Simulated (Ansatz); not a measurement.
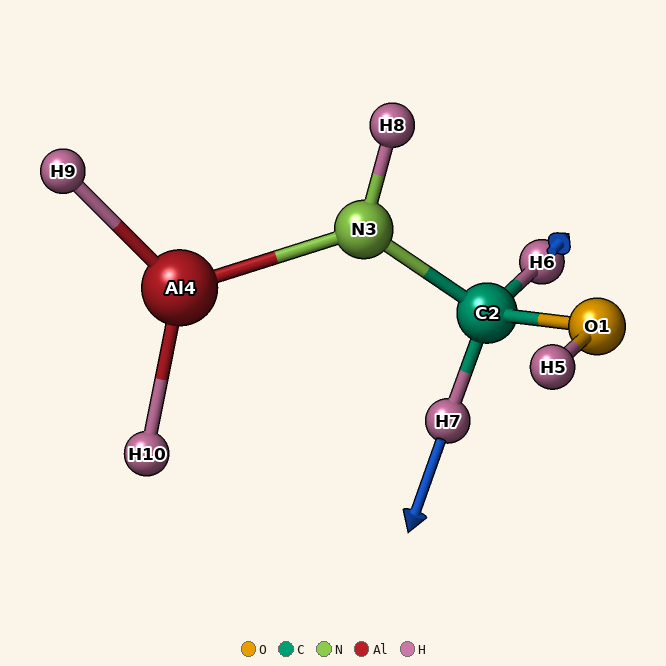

The arrows show one normal mode. Harmonic vibrations computed with RKS PBE0-D4/def2-TZVP (Ansatz 0.2.0) at a stationary point of the same level.

**What kind of motion is it?**

Mostly C–H stretching.

**At what wavenumber does it lie?**

3010 cm⁻¹; it is mode 21 of 24 counted from the lowest.
